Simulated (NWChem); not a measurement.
**CrO$_{3}$: energy and gradient calculation**

The run: energy and gradient calculation of CrO$_{3}$ (chromic anhydride). Method and program: PBE/def2-SVP, RKS (NWChem 7.3.0).

The geometry comes from this level: PBE0-D4/def2-TZVP.

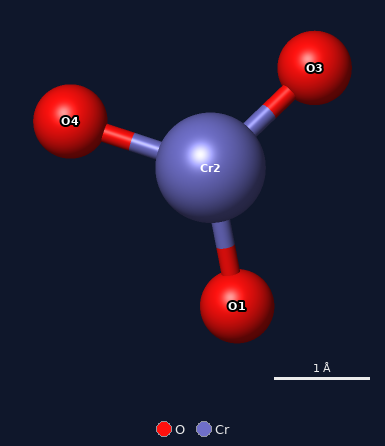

*The structure (ball-and-stick view, seen on its broad side; atoms are numbered from 1 in the order of the input). Sticks mark near contacts.*

Input
```python
from ase.io import read
from ase.calculators.nwchem import NWChem

mol = read('input.xyz')

calc = NWChem(
    label='input',
    theory='dft',
    memory='2200 mb',
    basis='def2-SVP',
    basispar='spherical bse',
    dft={'xc': 'xpbe96 cpbe96', 'mult': '1', 'grid': 'xfine', 'convergence': 'energy 1e-08', 'iterations': '100', 'mulliken': None},
)
mol.calc = calc

forces = mol.get_forces()
print("Total energy (eV):", round(mol.get_potential_energy(), 6))
print("forces (eV/A):")
for s, f in zip(mol.symbols, forces):
    print(f"{s:2s} {f[0]:10.5f} {f[1]:10.5f} {f[2]:10.5f}")
print("dipole (e A):", mol.get_dipole_moment().round(4))
```

File input.xyz
```
4
CrO3
O     -1.163680    -0.584640     0.796540
Cr     0.035750     0.194420     0.166920
O      1.408990    -0.550380     0.205610
O     -0.281060     0.940610    -1.169070
```

File input.nwi
```
title "input"

permanent_dir input

scratch_dir input

start input

geometry units angstrom nocenter noautosym noautoz
  O  -1.1636800000000000e+00 -5.8464000000000005e-01 7.9654000000000003e-01
  Cr 3.5749999999999997e-02 1.9442000000000001e-01 1.6692000000000001e-01
  O  1.4089900000000000e+00 -5.5037999999999998e-01 2.0560999999999999e-01
  O  -2.8105999999999998e-01 9.4060999999999995e-01 -1.1690700000000001e+00
end

memory 2200 mb

basis spherical bse noprint
   * library def2-SVP
end

dft
  xc xpbe96 cpbe96
  mult 1
  grid xfine
  convergence energy 1e-08
  iterations 100
  mulliken
end

task dft gradient
```

Machine: 1 thread of Intel Xeon (Granite Rapids), 12 GiB of memory available, shared host.

Command:
```bash
export ASE_NWCHEM_COMMAND="nwchem PREFIX.nwi > PREFIX.nwo"
python run.py
```

Output
```
Total energy (eV): -34542.837244
forces (eV/A):
O    -0.74917   -0.59120    0.27984
Cr    0.15247    0.82810    0.71004
O     0.81046   -0.57017   -0.07852
O    -0.21376    0.33332   -0.91135
dipole (e A): [0.0768 0.4178 0.3587]
```

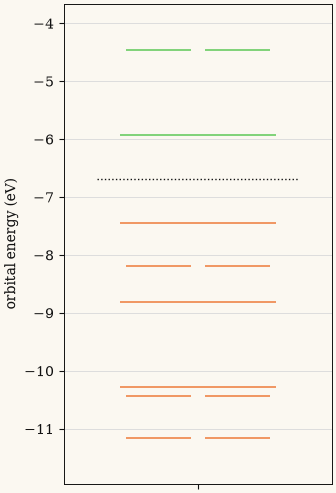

*Orbital energies near the frontier; the dotted line parts filled from empty levels, and levels within 0.02 eV of each other stand side by side.*

Highest filled −7.44 eV, lowest empty −5.92 eV, 1.52 eV apart.

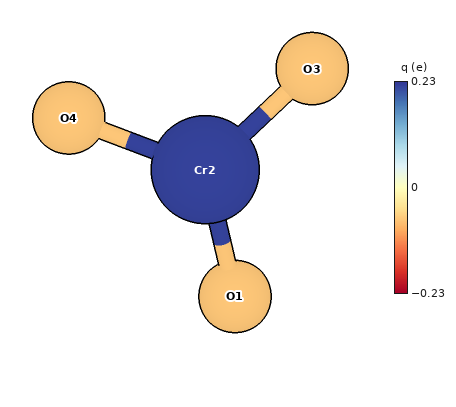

*Löwdin charges, as the colour of each atom (ball-and-stick view, seen at a tilt; atoms are numbered from 1 in the order of the input).*

By element: O −0.07 and Cr +0.22 e.

Results in brief

- outcome: converged
- total energy: −1269.425865 hartree
- basis functions: 73
- largest force: 1.101 eV/Å
- HOMO: −7.44 eV
- LUMO: −5.92 eV
- dipole moment: 2.67 D
- wall time: 21 s
- peak memory: 0.14 GiB

Remarks

The run takes a singlet; with an open-shell metal another spin state may lie lower.
